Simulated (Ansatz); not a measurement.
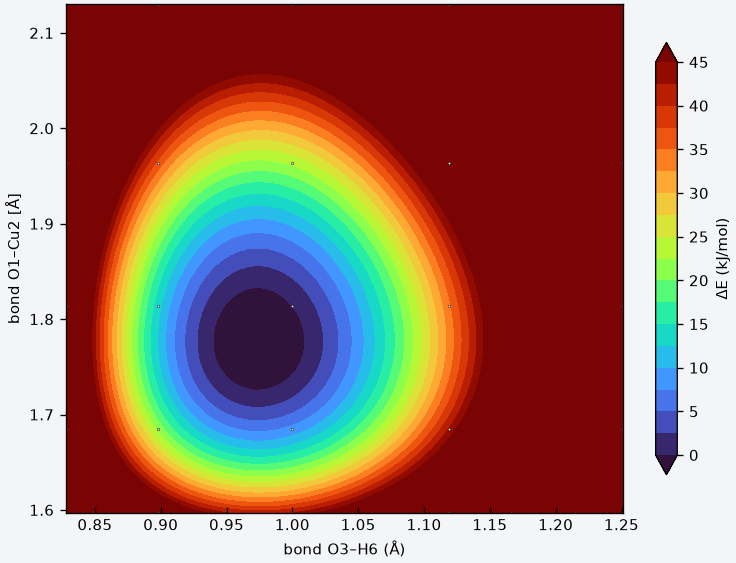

CuH₃O₂, SMILES [OH][Cu-][OH2+]. Two internal coordinates are moved rigidly from the geometry relaxed at PBE0-D4/def2-TZVP, all others fixed. The first coordinate is: bond O3–H6; the second: bond O1–Cu2. The scan uses a 5 × 5 grid. Points are written as (first, second). All energies are given in kJ/mol relative to the lowest grid point. Method: RKS PBE-D4/def2-TZVPP in Ansatz 0.2.0.

In the figure: filled contours, dots at the grid points, one colour for all values above the top of the scale. Between grid points the surface is interpolated.

Question: Where is the minimum, and how stiff is the well along each coordinate?

Answer: The interpolated minimum is at bond O3–H6 ≈ 0.971 Å, bond O1–Cu2 ≈ 1.775 Å. The curvatures there are about 49 eV/Å² and 20 eV/Å², with a cross term of about 0 eV/Å². Round the minimum the two coordinates are nearly uncoupled. (1 eV is 96.5 kJ/mol.)
